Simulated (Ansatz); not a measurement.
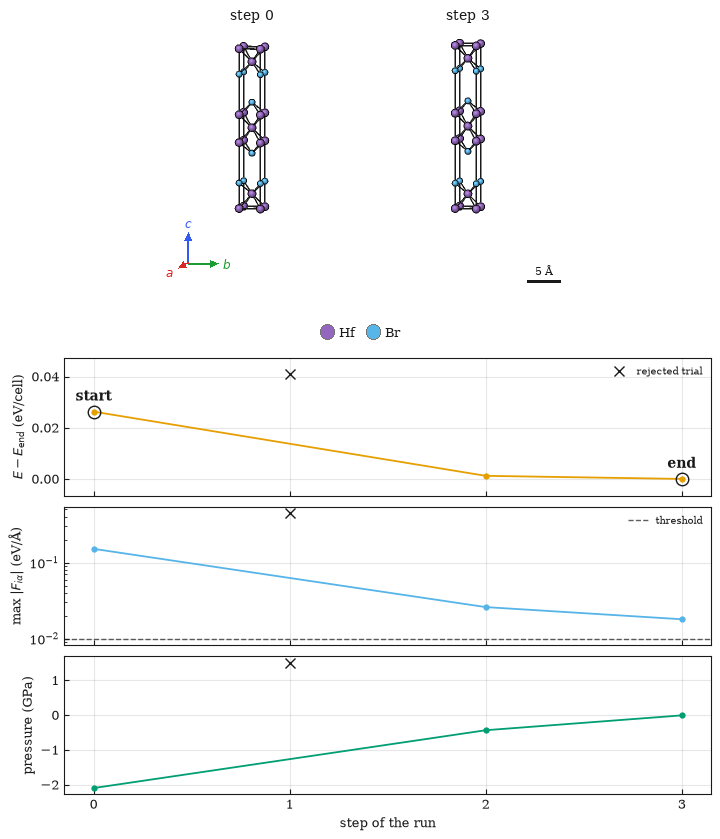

First and last geometry of a relaxation of crystalline Hf$_{3}$Br$_{2}$ (a generated structure, set up in I4/mmm), with the history of the run. The picture is a ball-and-stick view of the conventional cell (2 times the calculation's cell), seen slightly off an axis. Lengths and directions refer to the drawn axes.

These are results of DFT PBE, scalar-relativistic, plane waves, PAW (Ansatz), not measurements. Settings: plane-wave cutoff 420 eV; k-point mesh 16 × 16 × 16; occupations gaussian; smearing width 0.1 eV; no spin polarisation; cell relaxed at fixed volume; force threshold 0.01 eV/Å; at most 30 steps.

**Read the history and describe the run.**

The run was cut off at its time limit before the relaxation converged, so the last structure is only a point on the way. The energy falls by 26.3 meV per cell of the calculation in 2 accepted moves (3 points after the start). Largest force component: 0.15 eV/Å at the start, 0.018 eV/Å at the end. The pressure goes from −2.10 to −0.01 GPa. The line search rejected the trial step at point 1 of the run. The largest moves relative to the cell, 0.12 Å, are those of Br atoms. By element the largest moves are Br 0.12 Å, Hf 0.07 Å. The drawn cell changes at constant volume: a = b 3.338 → 3.305 Å (−1.0 %), c 24.715 → 25.213 Å (+2.0 %). Some distances before and after: Hf–Hf 3.338 → 3.305 Å, Hf–Hf 3.196 → 3.164 Å, Br–Hf 2.960 → 2.933 Å. The space group stays I4/mmm (No. 139). Cost: 7.3 min on 1 thread of Intel(R) Xeon(R) 6975P-C (Granite Rapids) (shared host), peak memory 1.8 GiB.

```csv
step,"E − E(0), meV/atom","largest force component, eV/Å","pressure, GPa",note
0,0.00,0.1518,-2.10,
1,2.90,0.4443,1.50,rejected
2,-5.02,0.0260,-0.44,
3,-5.26,0.0180,-0.01,
```
